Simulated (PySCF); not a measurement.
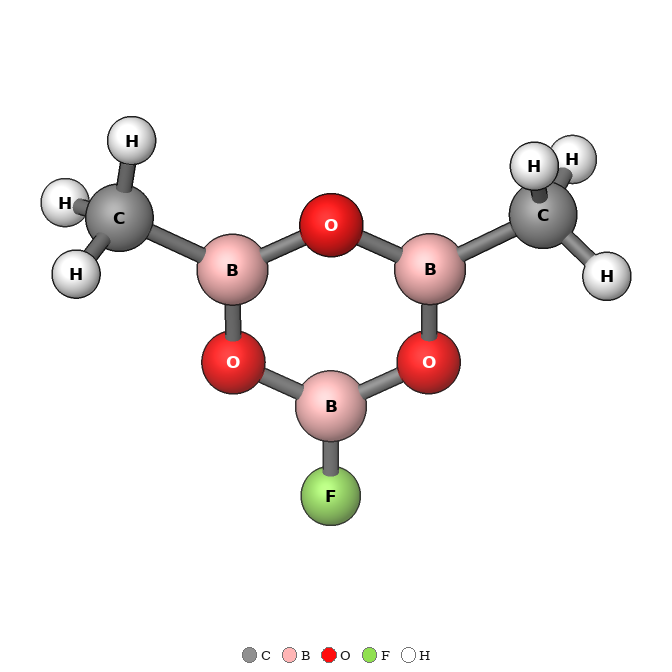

The picture shows a molecular structure as a ball-and-stick model. Every bond is drawn as one stick, whatever its order.

The computed structure is the end point of a GFN2-xTB optimisation. No frequency run is at hand to confirm it as a minimum.

What does the picture show?

The molecule is C2H6B3FO3. SMILES: `CB1OB(C)OB(F)O1`. Independent rings (smallest set): 1 of 6 members. Coordination: 2 C tetrahedral; 3 B trigonal planar; 3 O bent.

The parts below concern this one geometry. Atoms keep their numbers from picture to picture.

**Dipole moment**

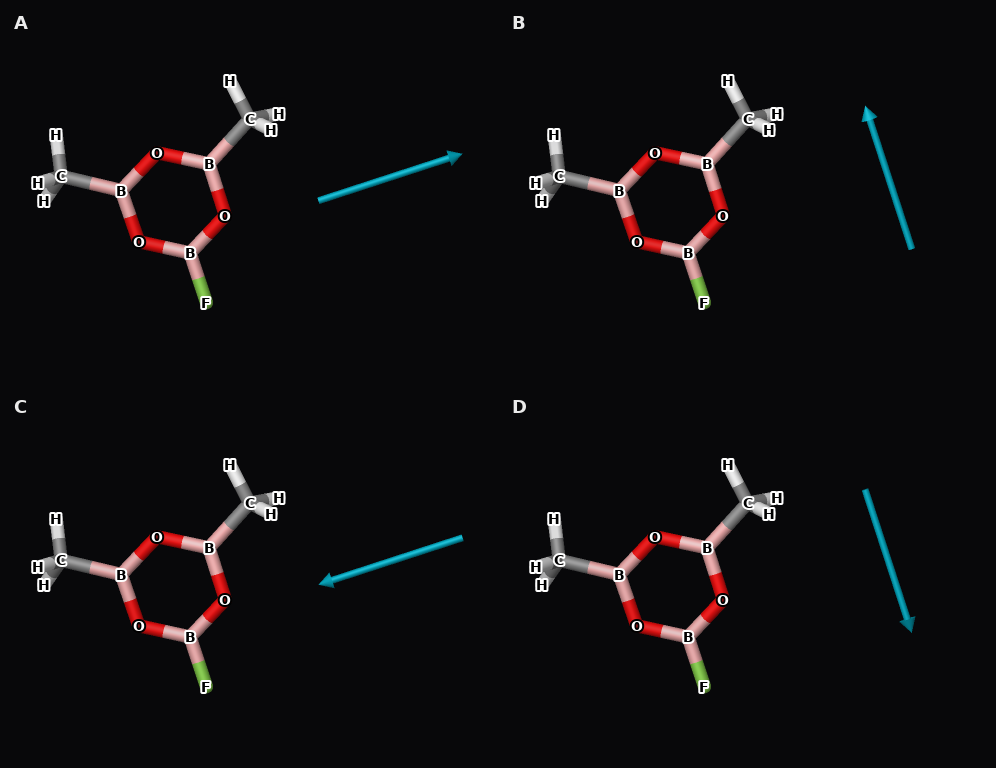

The same molecule four times, each with an arrow. No frequency run is at hand to confirm it as a minimum. Level of theory: PBE0/pcSseg-1, gas phase (PySCF 2.14.0).

**Which arrow points along the dipole moment, from the negative to the positive end?**

B. The dipole moment is 1.83 D.

**Excitation**

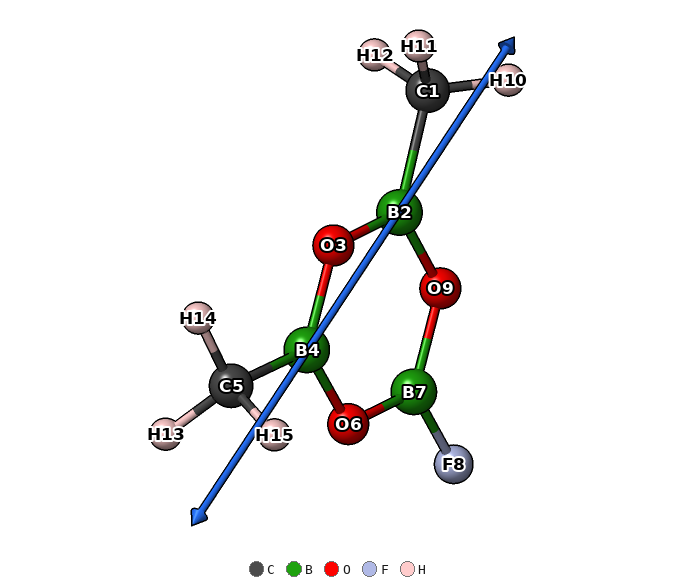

The double arrow shows the direction of the transition dipole to excited singlet state 3 (its length means nothing). No frequency run is at hand to confirm it as a minimum. Properties computed with TDDFT PBE0/def2-SVPD, vertical, gas phase, core orbitals frozen in the response (PySCF 2.14.0).

**How is the transition polarised?**

Close to the long direction C1···C5.

**Give its energy, strength and character.**

8.32 eV (149 nm), oscillator strength 0.063, mainly HOMO → LUMO+1 (weight 0.85); transition dipole 1.42 D.

**Charges**

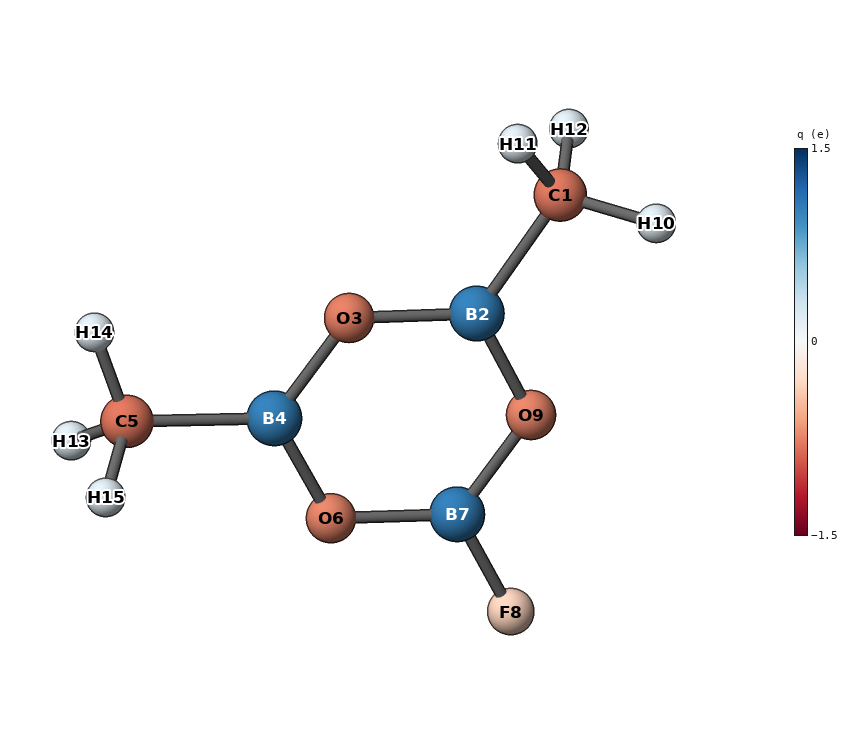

Atoms are coloured by their ESP-fitted charges. No frequency run is at hand to confirm it as a minimum. Properties computed with PBE0/pcSseg-1, gas phase (PySCF 2.14.0).

Give the ESP-fitted charges atom by atom.

| atom | value (e) |
| --- | --- |
| C1 | −0.78 |
| B2 | 1.01 |
| O3 | −0.76 |
| B4 | 1.01 |
| C5 | −0.79 |
| O6 | −0.74 |
| B7 | 1.03 |
| F8 | −0.33 |
| O9 | −0.74 |
| H10 | 0.18 |
| H11 | 0.18 |
| H12 | 0.18 |
| H13 | 0.18 |
| H14 | 0.18 |
| H15 | 0.19 |

The geometry is semi-empirical. Around B such bond lengths and angles can be off by a tenth of an ångström or more and by several degrees, and values that hang on the shape move with them.
